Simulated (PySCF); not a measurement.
```xyz
18

C     3.1863   -0.0511   -0.7164
C     2.2968   -0.5246    0.3382
C     1.0565   -0.5446    0.7084
C    -0.0973    0.0742   -0.0446
Si   -1.5923   -1.0844   -0.4307
C    -2.7140    0.2447    0.3780
Si   -1.2141    1.2947    0.9501
H     2.6396    0.4920   -1.4983
H     3.6979   -0.8934   -1.1851
H     3.9402    0.6206   -0.3022
H     0.7639   -1.0343    1.6307
H     0.2980    0.5374   -0.9511
H    -1.8299   -1.3490   -1.8513
H    -1.5532   -2.3472    0.3084
H    -3.3618    0.7576   -0.3279
H    -3.3548   -0.1175    1.1771
H    -0.9805    1.2460    2.3944
H    -1.1898    2.6852    0.4907
```

Geometry: GFN2-xTB.

These are results of UKS B3LYP, pcH-1 on C H Si, non-relativistic, mean-field spin-orbit, GIAO in PySCF, not measurements.

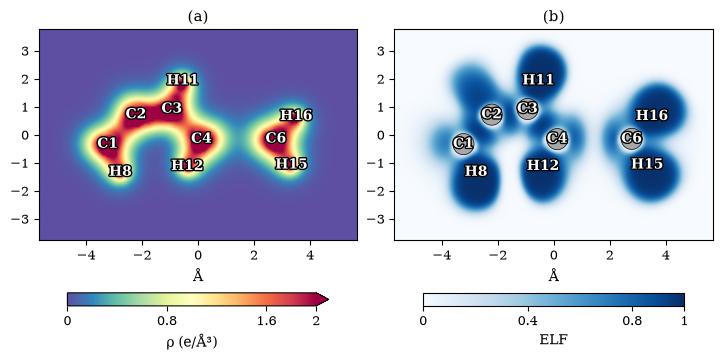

C5H11Si2 (SMILES C/[C]=C\C1[SiH2]C[SiH2]1) (doublet). (a) electron density; (b) electron localisation function on the plane of atoms H15, C6 and H16. Grey discs cover the atomic cores in the ELF map.

**Describe what can be read from this map.**

The section cuts through C and H sites. C–C (1.29 Å): ρ at the midpoint is about 2.4 e/Å³; the ELF peaks at about 0.90 between the atoms; a short, multiple covalent bond. C–H (1.08 Å): ρ at the midpoint is about 2 e/Å³; the ELF climbs to about 1 towards the hydrogen, as it does in any bond to H: a covalent bond by its length. C–C (1.46 Å): ρ is about 1.8 e/Å³ halfway; the ELF peaks at about 0.95 between the atoms; localised, covalent bonding.
